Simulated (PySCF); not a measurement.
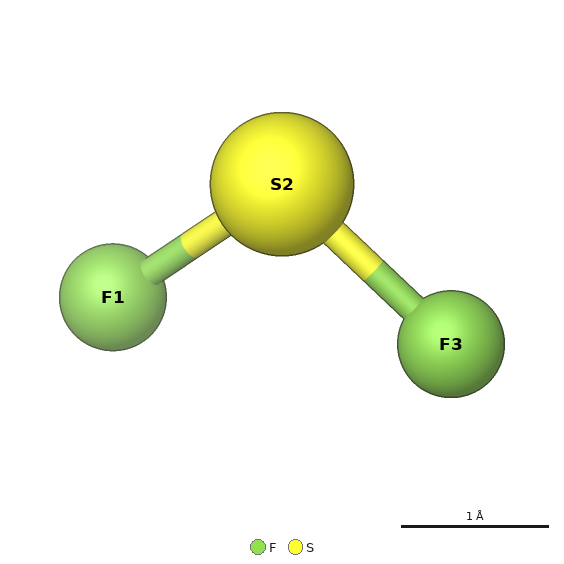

Orthographic view. Atoms fade into the background with distance from the viewer. The computed structure is the end point of a PBE0-D3(BJ)/def2-TZVP optimisation. No frequency run is at hand to confirm it as a minimum.

Write a MOL file (V2000) with the atoms in numerical order, bonds sorted by atom number with the orders drawn, and coordinates in the frame of the picture: x right, y up, z towards the viewer, origin at the mean position.

```
SF2
                    3D

  3  2  0  0  0  0  0  0  0  0999 V2000
   -1.1500   -0.1500   -0.4800 F   0  0  0  0  0  0  0  0  0  0  0  0
    0.0000    0.6200    0.3100 S   0  0  0  0  0  0  0  0  0  0  0  0
    1.1500   -0.4700    0.1700 F   0  0  0  0  0  0  0  0  0  0  0  0
  1  2  1  0
  2  3  1  0
M  END
```
